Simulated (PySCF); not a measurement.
# Run report: GaBr, single-point calculation

The run: single-point calculation of GaBr. Method and program: UHF/6-31g, mp2 (PySCF 2.14.0).

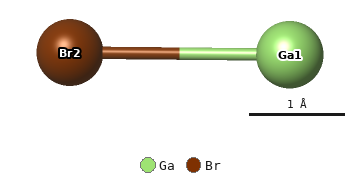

Fig. 1: The structure as given in the input (ball-and-stick view, seen on its broad side; atoms are numbered from 1 in the order of the input). Sticks mark near contacts. Bond lengths as drawn: Br–Ga 2.32 Å.

The input
```python
from pyscf import gto, scf, mp

mol = gto.M(
    atom='Ga 0 0 0; Br 0 0 2.32',
    basis='6-31g',
    charge=0,
    spin=0,
    verbose=3,
)
mf = scf.UHF(mol)
mf = mf.density_fit(auxbasis='def2-universal-jkfit')
mf.init_guess = 'sap'
mf.kernel()
mp.MP2(mf).kernel()
mf.dip_moment()
print('orbital energies (hartree):', [e[max(0, n-3):n+3].round(4) for e, n in zip(mf.mo_energy, mol.nelec)])
```

Machine: 1 CPU thread, shared host.

Command:
```bash
OMP_NUM_THREADS=1 python input.py
```

Log
```
Found SAP basis sapgrasplarge
converged SCF energy = -4495.03491981143  <S^2> = 1.3131398e-09  2S+1 = 1
E(DFUMP2) = -4495.44759233848  E_corr = -0.412672527051203
E(SCS-DFUMP2) = -4495.41209031472  E_corr = -0.377170503283637
Dipole moment(X, Y, Z, Debye):  0.00000, -0.00000, -3.13349
orbital energies (hartree): [array([-0.4115, -0.4115, -0.3396,  0.0215,  0.0215,  0.0911]), array([-0.4115, -0.4115, -0.3396,  0.0215,  0.0215,  0.0911])]
```

Summary

```csv
quantity,value
outcome,converged
SCF energy,−4495.034920 hartree
dipole moment,3.13 D
wall time,0.81 s
```
